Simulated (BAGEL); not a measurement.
# C3H9B (trimethylborane) at PBE0/def2-SVP (density fitting with cc-pvqz-jkfit)

Aim: the energy change on altering one bond length of C3H9B (trimethylborane) at PBE0/def2-SVP (density fitting with cc-pvqz-jkfit), from 2 runs. 

Program for the calculation: BAGEL 1.2.2.

3 further runs of the same task are left out: 3 set aside as unsound or not needed.

### 1 The system as given

The species is C3H9B (13 atoms), meant as a singlet with charge 0. As SMILES, `CB(C)C`. The shape is that of a PBE0-D4/def2-TZVP optimisation.

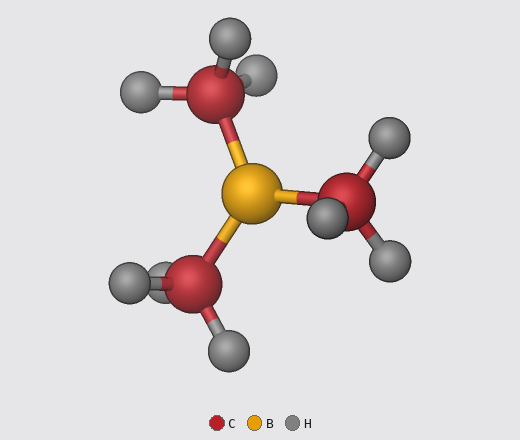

Viewed from a chosen angle; carbon red, boron amber, hydrogen grey.

### 2 The energy at PBE0/def2-SVP (density fitting with cc-pvqz-jkfit)

Input file input.json:

```json
{ "bagel": [

{
  "title": "molecule",
  "basis": "svp",
  "df_basis": "cc-pvqz-jkfit",
  "angstrom": "true",
  "geometry": [
    { "atom": "C", "xyz": [   -0.854410,    1.203250,   -0.526250 ] },
    { "atom": "B", "xyz": [    0.009670,   -0.001820,   -0.012960 ] },
    { "atom": "C", "xyz": [    1.025940,    0.218020,    1.160910 ] },
    { "atom": "C", "xyz": [   -0.157970,   -1.424520,   -0.651290 ] },
    { "atom": "H", "xyz": [   -1.389200,    1.030580,   -1.462480 ] },
    { "atom": "H", "xyz": [   -0.260570,    2.119020,   -0.618160 ] },
    { "atom": "H", "xyz": [   -1.603200,    1.429680,    0.246020 ] },
    { "atom": "H", "xyz": [    1.086650,   -0.636310,    1.841660 ] },
    { "atom": "H", "xyz": [    0.876090,    1.133000,    1.738570 ] },
    { "atom": "H", "xyz": [    2.022550,    0.291940,    0.699870 ] },
    { "atom": "H", "xyz": [   -0.238440,   -1.389520,   -1.742070 ] },
    { "atom": "H", "xyz": [   -1.123710,   -1.821720,   -0.305050 ] },
    { "atom": "H", "xyz": [    0.606590,   -2.151600,   -0.368790 ] }
  ]
},
{
  "title": "ks",
  "xc_func": "pbe0"
},
{
  "title": "print",
  "file": "orbitals.molden",
  "orbitals": "true"
}

]}
```

Launch:

```sh
$ BAGEL_NUM_THREADS=1 BAGEL input.json > input.out
```

Log:

```text
* using 1 threads per process

  ===============================================================
  ===============================================================

  *** Geometry ***

  { "atom" : "C", "xyz" : [     -1.614601,      2.273813,     -0.994468 ] },
  { "atom" : "B", "xyz" : [      0.018274,     -0.003439,     -0.024491 ] },
  { "atom" : "C", "xyz" : [      1.938746,      0.411998,      2.193802 ] },
  { "atom" : "C", "xyz" : [     -0.298520,     -2.691953,     -1.230760 ] },
  { "atom" : "H", "xyz" : [     -2.625208,      1.947514,     -2.763687 ] },
  { "atom" : "H", "xyz" : [     -0.492406,      4.004367,     -1.168153 ] },
  { "atom" : "H", "xyz" : [     -3.029609,      2.701704,      0.464910 ] },
  { "atom" : "H", "xyz" : [      2.053471,     -1.202452,      3.480233 ] },
  { "atom" : "H", "xyz" : [      1.655570,      2.141060,      3.285421 ] },
  { "atom" : "H", "xyz" : [      3.822066,      0.551687,      1.322563 ] },
  { "atom" : "H", "xyz" : [     -0.450586,     -2.625812,     -3.292035 ] },
  { "atom" : "H", "xyz" : [     -2.123504,     -3.442552,     -0.576461 ] },
  { "atom" : "H", "xyz" : [      1.146289,     -4.065935,     -0.696912 ] },

  Number of auxiliary basis functions:      883

  Since a DF basis is specified, we compute 2- and 3-index integrals:
    o Being stored without compression. Storage requirement is 0.072 GB

  Number of basis functions:      101
  Number of electrons      :       32

    * METHOD: MOLECULE                             0.80

  *** Kohn-Sham DFT ***

    * Removing 25696 points whose weight is below 1.00e-10
    * Grid points: 168082

  === Nuclear Repulsion ===
   112.8074522869

       - DIIS with orbital gradients will be used.

  === KS iteration (pbe0 / svp) ===
      0       -115.83050899          0.12262140           0.50
      1       -126.27349543          0.11263960           0.50
      2       -125.83962843          0.14842466           0.50
      3       -142.35873537          0.05523168           0.51
      4       -143.57813016          0.03485780           0.51
      5       -144.18039352          0.01523403           0.50
      6       -144.30824111          0.00136426           0.50
      7       -144.30946502          0.00062606           0.50
      8       -144.30969694          0.00010355           0.50
      9       -144.30970252          0.00002827           0.50
     10       -144.30970293          0.00000632           0.50
     11       -144.30970295          0.00000277           0.50
     12       -144.30970295          0.00000033           0.50
     13       -144.30970295          0.00000006           0.50
     14       -144.30970295          0.00000002           0.50
     15       -144.30970295          0.00000001           0.50
    * SCF iteration converged.

    * Permanent dipole moment:
           (    0.014660,    -0.003341,    -0.018078) a.u.

    * METHOD: KS                                   9.19

    * METHOD: PRINT                                0.02

  ===============================================================
```

Wall time 10 s (1 thread of Arm Neoverse V2, shared host); peak memory 0.78 GiB.

### 3 The distorted shape at the same level

Input file input.json:

```json
{ "bagel" : [

{
  "title" : "molecule",
  "basis" : "svp",
  "df_basis" : "cc-pvqz-jkfit",
  "angstrom" : true,
  "geometry" : [
    { "atom" : "C", "xyz" : [      -0.757844,       1.161249,       0.782717 ] },
    { "atom" : "B", "xyz" : [       0.106236,      -0.043821,       1.296007 ] },
    { "atom" : "C", "xyz" : [       1.122506,       0.176019,       2.469877 ] },
    { "atom" : "C", "xyz" : [      -0.061404,      -1.466521,       0.657677 ] },
    { "atom" : "H", "xyz" : [      -1.292634,       0.988579,      -0.153513 ] },
    { "atom" : "H", "xyz" : [      -0.164004,       2.077019,       0.690807 ] },
    { "atom" : "H", "xyz" : [      -1.506634,       1.387679,       1.554987 ] },
    { "atom" : "H", "xyz" : [       1.183216,      -0.678311,       3.150627 ] },
    { "atom" : "H", "xyz" : [       0.972656,       1.090999,       3.047537 ] },
    { "atom" : "H", "xyz" : [       2.119116,       0.249939,       2.008837 ] },
    { "atom" : "H", "xyz" : [      -0.238440,      -1.389520,      -1.742070 ] },
    { "atom" : "H", "xyz" : [      -1.027144,      -1.863721,       1.003917 ] },
    { "atom" : "H", "xyz" : [       0.703156,      -2.193601,       0.940177 ] }
  ]
},

{ "title" : "ks", "xc_func" : "pbe0" },

{ "title" : "print", "file" : "orbitals.molden", "orbitals" : true }

]}
```

Launch:

```sh
$ BAGEL_NUM_THREADS=1 BAGEL input.json > input.out
```

Log:

```text
* using 1 threads per process

  ===============================================================
  ===============================================================

  *** Geometry ***

  { "atom" : "C", "xyz" : [     -1.432118,      2.194443,      1.479121 ] },
  { "atom" : "B", "xyz" : [      0.200757,     -0.082810,      2.449098 ] },
  { "atom" : "C", "xyz" : [      2.121229,      0.332628,      4.667391 ] },
  { "atom" : "C", "xyz" : [     -0.116037,     -2.771323,      1.242829 ] },
  { "atom" : "H", "xyz" : [     -2.442724,      1.868144,     -0.290098 ] },
  { "atom" : "H", "xyz" : [     -0.309923,      3.924997,      1.305436 ] },
  { "atom" : "H", "xyz" : [     -2.847126,      2.622333,      2.938500 ] },
  { "atom" : "H", "xyz" : [      2.235954,     -1.281822,      5.953822 ] },
  { "atom" : "H", "xyz" : [      1.838053,      2.061689,      5.759010 ] },
  { "atom" : "H", "xyz" : [      4.004549,      0.472316,      3.796152 ] },
  { "atom" : "H", "xyz" : [     -0.450586,     -2.625812,     -3.292035 ] },
  { "atom" : "H", "xyz" : [     -1.941021,     -3.521922,      1.897128 ] },
  { "atom" : "H", "xyz" : [      1.328772,     -4.145305,      1.776677 ] },

  Number of auxiliary basis functions:      883

  Since a DF basis is specified, we compute 2- and 3-index integrals:
    o Being stored without compression. Storage requirement is 0.072 GB

  Number of basis functions:      101
  Number of electrons      :       32

    * METHOD: MOLECULE                             0.80

  *** Kohn-Sham DFT ***

    * Removing 24498 points whose weight is below 1.00e-10
    * Grid points: 169280

  === Nuclear Repulsion ===
   110.0132896538

       - DIIS with orbital gradients will be used.

  === KS iteration (pbe0 / svp) ===
      0       -113.89646366          0.12085897           0.51
      1       -124.72109054          0.11130506           0.50
      2       -118.18738367          0.12981662           0.51
      3       -140.76898190          0.05615429           0.51
      4       -143.66591861          0.02456370           0.50
      5       -143.96812974          0.01228829           0.50
      6       -144.08387864          0.00796105           0.50
      7       -144.12536982          0.00322498           0.50
      8       -144.12866635          0.00208461           0.51
      9       -144.13182183          0.00068263           0.51
     10       -144.13219624          0.00023920           0.50
     11       -144.13224908          0.00006928           0.50
     12       -144.13225377          0.00001203           0.52
     13       -144.13225386          0.00000219           0.51
     14       -144.13225386          0.00000099           0.51
     15       -144.13225386          0.00000020           0.51
     16       -144.13225386          0.00000006           0.50
     17       -144.13225386          0.00000006           0.51
     18       -144.13225386          0.00000002           0.52
     19       -144.13225386          0.00000000           0.52
    * SCF iteration converged.

    * Permanent dipole moment:
           (   -0.073315,    -0.070315,    -0.678325) a.u.

    * METHOD: KS                                  11.29

    * METHOD: PRINT                                0.02

  ===============================================================
```

Wall time 12 s (1 thread of Arm Neoverse V2, shared host); peak memory 0.77 GiB.

### 4 Outcome

At PBE0/def2-SVP (density fitting with cc-pvqz-jkfit):

| quantity | value |
| --- | --- |
| first shape: total energy | -144.30970 Eh |
| first shape: dipole moment | 0.06 D |
| first shape: HOMO energy | -8.43 eV |
| first shape: LUMO energy | -0.03 eV |
| first shape: HOMO–LUMO gap | 8.41 eV |
| distorted shape: total energy | -144.13225 Eh |
| distorted shape: dipole moment | 1.74 D |
| distorted shape: HOMO energy | -7.04 eV |
| distorted shape: LUMO energy | -3.09 eV |
| distorted shape: HOMO–LUMO gap | 3.95 eV |
| energy change with the C4–H11 bond stretched from 1.094 to 2.408 Å | 4.829 eV |

What this shows: One bond (distorted shape) is far stretched, which a spin-restricted single reference describes badly; a broken-symmetry solution may lie lower. With the C4–H11 bond stretched from 1.094 to 2.408 Å the energy rises by 4.83 eV (111 kcal/mol). The first shape isn't relaxed at this level, so the change isn't measured from a minimum. A restricted reference can't describe the breaking bond well at this length.
